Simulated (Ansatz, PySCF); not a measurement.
Bond stretch in LiH, singlet.

Levels of theory: RCCSD = CCSD on RHF/cc-pVTZ, frozen core (Ansatz, a program for electronic structure); RKS-B3LYP/6-31G* = restricted B3LYP/6-31G*, spherical d (PySCF); RKS-M06-2X/6-31G* = PySCF with restricted M06-2X/6-31G*, spherical d.

Energies are in kJ/mol, each relative to the lowest point of its own curve near equilibrium.

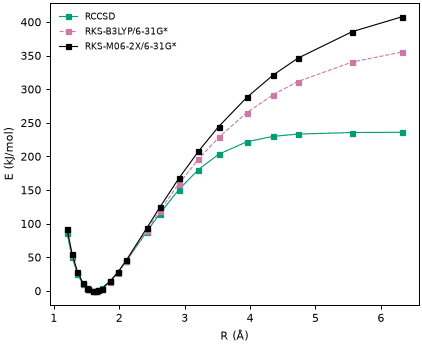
Figure: Energy against bond length for each method.

| R / Å | RCCSD | RKS-B3LYP/6-31G* | RKS-M06-2X/6-31G* |
|---|---|---|---|
| 1.20 | 85.8 | 91.4 | 92.4 |
| 1.28 | 49.6 | 53.9 | 54.4 |
| 1.36 | 25.5 | 28.4 | 28.6 |
| 1.44 | 10.5 | 12.3 | 12.4 |
| 1.51 | 3.3 | 4.2 | 4.2 |
| 1.52 | 2.6 | 3.4 | 3.4 |
| 1.60 | 0.0 | 0.0 | 0.0 |
| 1.65 | 0.5 | 0.1 | 0.2 |
| 1.67 | 1.0 | 0.5 | 0.6 |
| 1.73 | 3.9 | 3.1 | 3.3 |
| 1.86 | 14.4 | 13.4 | 13.9 |
| 1.98 | 27.8 | 26.9 | 27.9 |
| 2.11 | 44.6 | 44.1 | 45.8 |
| 2.42 | 87.8 | 89.7 | 93.3 |
| 2.62 | 115.0 | 119.1 | 124.3 |
| 2.91 | 150.5 | 159.1 | 167.2 |
| 3.21 | 180.5 | 195.7 | 207.5 |
| 3.52 | 203.2 | 228.3 | 244.3 |
| 3.95 | 221.7 | 265.0 | 287.8 |
| 4.35 | 229.7 | 291.6 | 320.8 |
| 4.73 | 233.2 | 311.3 | 346.0 |
| 5.56 | 235.5 | 340.3 | 385.4 |
| 6.32 | 235.8 | 355.1 | 407.6 |

At the longest distance, 6.32 Å, RKS-M06-2X/6-31G* lies highest above its minimum (407.6 kJ/mol) and RCCSD lowest (235.8 kJ/mol).

With two correlated electrons CCSD is exact in the basis where it finds the lowest root (RCCSD). The restricted form behind RKS-B3LYP/6-31G*, RKS-M06-2X/6-31G* keeps the bonding electrons paired and can't separate into open-shell fragments.
